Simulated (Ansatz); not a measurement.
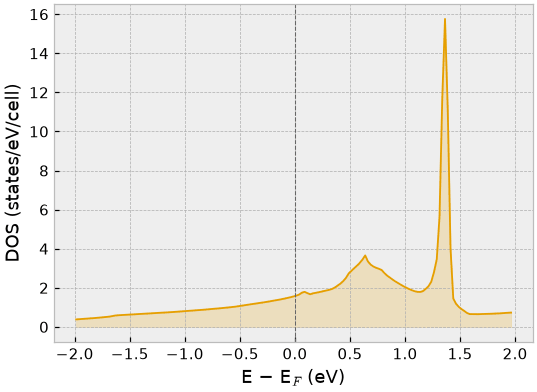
Fig. 1. Density of states of VN (Fm-3m) near the Fermi level, Ansatz (a program for electronic structure) with PBEsol, rigid bands.

**Question.** With 2 atoms a cell, what bare Sommerfeld coefficient γ = (π²/3) k_B² N(E_F) follows?

**Answer.** N(E_F) ≈ 1.59 states/eV a cell at 300 K, so γ ≈ 1.87 mJ/(mol of atoms·K²), before many-body enhancement (phonons, spin fluctuations, correlation).

**Question.** How far does the Fermi level move in a rigid band for 0.1 electron a cell added or removed?

**Answer.** 61 meV and -65 meV.

A metal at this level (no band gap); rigid bands, thermally averaged at 300 K, both spins. Spin-orbit coupling is left out. Geometry: cell and atoms relaxed with PBEsol.

Treated as nonmagnetic (a ferromagnetic start lost its moment, other orders weren't tried): VN (Fm-3m).
